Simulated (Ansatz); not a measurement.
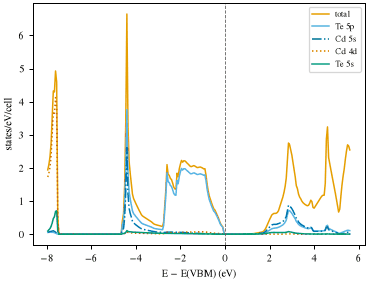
Fig. 1. Total and projected density of states of CdTe (zinc blende, F-43m), DFT-LDA in the program Ansatz with PAW potentials

Task: Which orbitals carry the states next to the gap?

Result: Top 1 eV of the valence band: Te 5p 91 %. Bottom 1 eV of the conduction band: Cd 5s 52 %, Te 5p 27 %, Te 5s 18 %. Projections are on Löwdin-orthogonalised atomic valence shells; empty p or d shells of many metals are not among them.

Task: Where is the tallest occupied peak in this window, and what makes it?

Result: Near -4.4 eV, about 6.6 states/eV per cell; the largest projected share is Te 5p.

The LDA relaxation kept the symmetry of its start. Scalar-relativistic: spin–orbit coupling is off unless named, which matters more the heavier the elements.

Potentials: the earlier of the program's two PAW sets. The files were generated under PBE; for other functionals the program regenerates the frozen cores, and for LDA and PBEsol the local potential too.
